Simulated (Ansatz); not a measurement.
# triplet GeSiH6O: levels of theory compared

Aim: a comparison of 4 runs (UHF/STO-3G, UBLYP/cc-pVDZ, UPBE-QIDH/cc-pVDZ, RPA@PBE0/cc-pVDZ) of triplet GeSiH6O. 

Program for the calculation: Ansatz 0.2.0.

63 further runs of the same task are left out: 63 set aside as unsound or not needed. Runs told in other sessions of the task aren't counted.

## 1. The system as given

The species is GeSiH6O (9 atoms), meant as a triplet with charge 0. SMILES of the parent species: `[OH][GeH2][SiH3]`. The shape is that of a PBE0-D4/def2-TZVP optimisation. This is one conformer, not always the lowest. That shape belongs to the parent species and isn't relaxed for this state.

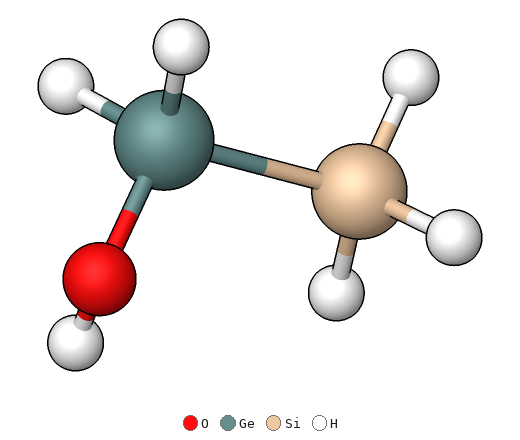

The structure, seen from a chosen angle (oxygen red, germanium teal, silicon light orange, hydrogen white).

## 2. The energy at UHF/STO-3G (run 1)

File run.yaml:

```yaml
basis:
  gaussian: {orbitals: STO-3G}
crystal:
  periodic: [false, false, false]
  atoms:
    - {symbol: O, position_ang: [-1.665400, 1.003200, -0.854800]}
    - {symbol: Ge, position_ang: [0.086300, 0.899600, -0.495500]}
    - {symbol: Si, position_ang: [0.525800, -1.010700, 0.870400]}
    - {symbol: H, position_ang: [-1.973400, 0.267900, -1.389000]}
    - {symbol: H, position_ang: [0.873700, 0.832100, -1.824400]}
    - {symbol: H, position_ang: [0.388100, 2.226700, 0.215900]}
    - {symbol: H, position_ang: [1.986000, -1.132800, 1.128400]}
    - {symbol: H, position_ang: [0.060100, -2.236200, 0.166300]}
    - {symbol: H, position_ang: [-0.192800, -0.896100, 2.165800]}
hamiltonian: {xc: hf}
accuracy: high
output: {orbitals: {seedname: orbitals}}
magnetization: {spin_polarized: true, initial_magnetization: 2}
```

Run with:

```
ansatz run run.yaml --threads 1 --pin off --max-ram 3480MiB --events-out events.jsonl --progress --plain --runs-dir runs
```

What it wrote:

```text
Warning: RAYON_NUM_THREADS=1 ignored (pool sized by the plan → 1); use --threads N
Functional definition: HF
  name "HF"
  exchange = exact_x
  correlation = 0
661 factors; integrals over basis functions are off by at most 1.3e-8 eV
mean field evaluation 1: about -65694.6104 eV, gradient 1.8e1 eV
mean field evaluation 2: about -65694.7507 eV, gradient 1.8e1 eV
mean field evaluation 4: about -65699.1960 eV, gradient 5.1e0 eV
mean field evaluation 8: about -65700.4945 eV, gradient 5.5e-1 eV
mean field evaluation 16: about -65700.5241 eV, gradient 5.0e-5 eV
mean field evaluation 32: about -65695.7436 eV, gradient 4.1e0 eV
mean field evaluation 64: about -65700.3641 eV, gradient 4.4e-1 eV
mean field -65700.52410618 eV, -2414.4497274873 hartree, gradient 1.6e-8 eV, S^2 2.005656; 1 other end points of the search recorded, 0 dependent functions left out
reference -65700.52410618 eV, -2414.4497274873 hartree; 31, 29 occupied and 7, 9 virtual orbitals, 661 factors
Total energy: -65700.52410618 eV, -2414.4497274873 hartree
```

It took 1.2 s on 1 thread of Arm Neoverse V1, shared host; peak memory 0.11 GiB.

## 3. The energy at UBLYP/cc-pVDZ (run 2)

File job.yaml:

```yaml
crystal:
  periodic: [false, false, false]
  atoms:
    - {symbol: O, position_ang: [-1.665400, 1.003200, -0.854800]}
    - {symbol: Ge, position_ang: [0.086300, 0.899600, -0.495500]}
    - {symbol: Si, position_ang: [0.525800, -1.010700, 0.870400]}
    - {symbol: H, position_ang: [-1.973400, 0.267900, -1.389000]}
    - {symbol: H, position_ang: [0.873700, 0.832100, -1.824400]}
    - {symbol: H, position_ang: [0.388100, 2.226700, 0.215900]}
    - {symbol: H, position_ang: [1.986000, -1.132800, 1.128400]}
    - {symbol: H, position_ang: [0.060100, -2.236200, 0.166300]}
    - {symbol: H, position_ang: [-0.192800, -0.896100, 2.165800]}
basis:
  gaussian:
    orbitals: cc-pVDZ
magnetization:
  spin_polarized: true
  initial_magnetization: 2
hamiltonian:
  xc: {name: BLYP}
accuracy: high
output: {orbitals: {seedname: orbitals}}
```

Run with:

```
ansatz run job.yaml --threads 1 --pin off --max-ram 3480MiB --events-out events.jsonl --progress --plain --runs-dir runs
```

What it wrote:

```text
Warning: RAYON_NUM_THREADS=1 ignored (pool sized by the plan → 1); use --threads N
Functional definition: BLYP
  name "BLYP"
  parameter beta = 0.0042
  parameter a = 0.04918
  parameter b = 0.132
  parameter c = 0.2533
  parameter d = 0.349
  exchange = b88_x(beta = beta)
  correlation = lyp_c(a = a, b = b, c = c, d = d)
2066 factors; integrals over basis functions are off by at most 4.7e-9 eV
mean field evaluation 1: about -66527.8003 eV, gradient 4.3e1 eV
mean field evaluation 2: about -66412.5733 eV, gradient 1.3e2 eV
mean field evaluation 4: about -66527.1884 eV, gradient 3.3e1 eV
mean field evaluation 8: about -66535.2850 eV, gradient 4.2e-1 eV
mean field evaluation 16: about -66535.2780 eV, gradient 7.7e-4 eV
mean field evaluation 32: about -66533.0201 eV, gradient 6.9e0 eV
mean field -66535.27798516 eV, -2445.1263667236 hartree, gradient 4.1e-8 eV, S^2 2.002586; 4 other end points of the search recorded, 0 dependent functions left out
reference -66535.27804502 eV, -2445.1263689232 hartree; 31, 29 occupied and 58, 60 virtual orbitals, 2066 factors
Total energy: -66535.27804502 eV, -2445.1263689232 hartree
```

Wall time 17 s (1 thread of Arm Neoverse V1, shared host); peak memory 0.32 GiB.

Run 3 isn't shown in full; the table further down has it.

## 4. The energy at RPA@PBE0/cc-pVDZ (run 4)

File molecule.yaml:

```yaml
crystal:
  periodic: [false, false, false]
  atoms:
    - symbol: O
      position_ang: [-1.665400, 1.003200, -0.854800]
    - symbol: Ge
      position_ang: [0.086300, 0.899600, -0.495500]
    - symbol: Si
      position_ang: [0.525800, -1.010700, 0.870400]
    - symbol: H
      position_ang: [-1.973400, 0.267900, -1.389000]
    - symbol: H
      position_ang: [0.873700, 0.832100, -1.824400]
    - symbol: H
      position_ang: [0.388100, 2.226700, 0.215900]
    - symbol: H
      position_ang: [1.986000, -1.132800, 1.128400]
    - symbol: H
      position_ang: [0.060100, -2.236200, 0.166300]
    - symbol: H
      position_ang: [-0.192800, -0.896100, 2.165800]
basis:
  gaussian: {orbitals: cc-pVDZ}
total_charge: 0
magnetization: {spin_polarized: true, initial_magnetization: 2}
hamiltonian: {xc: pbe0}
correlation: {method: rpa, frozen_orbitals: {Ge: 9, H: 0, O: 1, Si: 5}}
accuracy: high
```

Run with:

```
ansatz run molecule.yaml --threads 1 --pin off --max-ram 3480MiB --events-out events.jsonl --progress --plain --runs-dir runs
```

What it wrote, shortened:

```text
Warning: RAYON_NUM_THREADS=1 ignored (pool sized by the plan → 1); use --threads N
Functional definition: PBE0
  name "PBE0"
[...]
2066 factors; integrals over basis functions are off by at most 4.7e-9 eV
[...]
mean field -66521.77559854 eV, -2444.6301631676 hartree, gradient 4.8e-8 eV, S^2 2.006962; 6 other end points of the search recorded, 0 dependent functions left out
15 core orbitals not correlated: weight in the atoms' cores, before any rotation towards them, 1.000 or more for the frozen orbitals, at most 0.000 for the correlated occupied ones
reference -66460.44976357 eV, -2442.3764803005 hartree; 16, 14 occupied and 58, 60 virtual orbitals, 2066 factors
Total energy: -66478.97453398 eV, -2443.0572530563 hartree
```

Run time: 48 s. Hardware: 1 thread of Arm Neoverse V1, shared host; peak memory 0.72 GiB.

## 5. The series

```tsv
run	level	frozen core orbitals	energy (Eh)	HOMO energy (eV)	⟨S²⟩	wall time
1	UHF/STO-3G	–	-2414.449727	0.38	2.006	1.2 s
2	UBLYP/cc-pVDZ	–	-2445.126369	-1.41	2.003	17 s
3	UPBE-QIDH/cc-pVDZ	15	-2444.110134	-3.59	2.019	41 s
4	RPA@PBE0/cc-pVDZ	15	-2443.057253	–	2.007	48 s
```

## 6. What came out

| quantity | value |
| --- | --- |
| run 4: total energy | -2443.05725 Eh |
| run 4: RPA correlation energy (valence) | -680.8 mEh |
| run 4: ⟨S²⟩ of the reference determinant | 2.007 |

In words: Totals of different functionals can't be ranked against each other. In run 1 the basis is minimal, so the values are rough. All runs together took 1.8 min, the longest 48 s.
